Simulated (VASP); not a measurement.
Consider the following.

```
Ba
1.0
   -2.56542     2.56542     2.56542
    2.56542    -2.56542     2.56542
    2.56542     2.56542    -2.56542
Ba
1
Direct
  0.00000   0.00000   0.00000
```

Computed with revPBE GGA, VASP's PBE PAW potentials (set 64) (plane waves; VASP). Settings: 520 eV cut-off, 11×11×11 Γ-centred mesh, tetrahedra with Blöchl corrections, potentials Ba_sv.

Unless said otherwise, spin-orbit coupling is left out, though it shifts the bands of the heavy elements here.

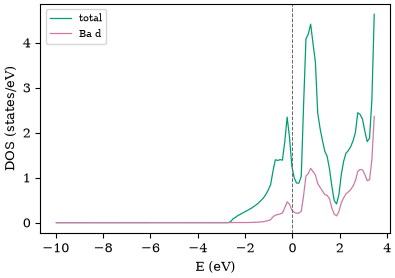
Fig. 1. Total and projected density of states, zero at the Fermi level

Within 2 eV below the Fermi level the largest weight inside VASP's projection spheres is Ba d, then Ba s.

It has no gap at this level: it comes out as a metal or semimetal.

The compound is Ba in the bcc structure. It was relaxed first, which changed the volume by +7 %.
